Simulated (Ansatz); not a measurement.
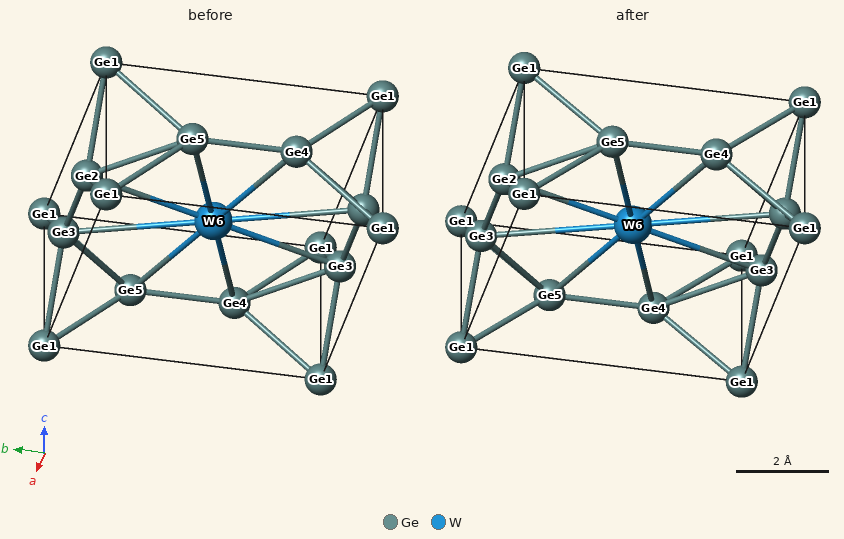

The structure of a crystal of Ge$_{5}$W (a generated structure, set up in P4/mmm) (coarse preliminary run) before (left) and after (right) a relaxation, at one scale.

The picture is a ball-and-stick view of the cell of the calculation, seen from a free direction.

Computed with DFT PBE, scalar-relativistic, plane waves, PAW (Ansatz). Set-up: plane-wave cutoff 420 eV; k-point mesh 4 × 4 × 6; occupations gaussian; smearing width 0.1 eV; no spin polarisation; cell and atoms relaxed; force threshold 0.04 eV/Å; at most 70 steps.

### Describe what moved and what it gained.

The largest moves relative to the cell, 0.019 Å, are those of Ge2, Ge3, Ge4 and Ge5. Ge2 goes along +a. W stays in place. The drawn cell changes as follows: a = b 6.207 → 6.298 Å (+1.5 %), c 3.452 → 3.296 Å (−4.5 %); the volume changes by −1.7 %. Among the contacts that change: W6–W6 3.452 → 3.296 Å, Ge2–Ge4 2.737 → 2.804 Å, Ge2–W6 3.316 → 3.358 Å, Ge1–Ge2 2.593 → 2.578 Å. The space group stays P4/mmm (No. 123). After 3 accepted moves (4 points after the start) the energy has fallen by 6.6 meV per atom. Largest force component: 0.28 eV/Å at the start, 0.038 eV/Å at the end. Pressure: −0.15 GPa at the start and 0.08 GPa at the end. At 1 point the geometry stayed and the basis and grid were re-selected for the new cell (energy shift of 0.1 meV per atom at most each time). Cost: 51 s on 1 thread of Intel(R) Xeon(R) Processor @ 2.70GHz, with other jobs on the host, peak memory 0.49 GiB.
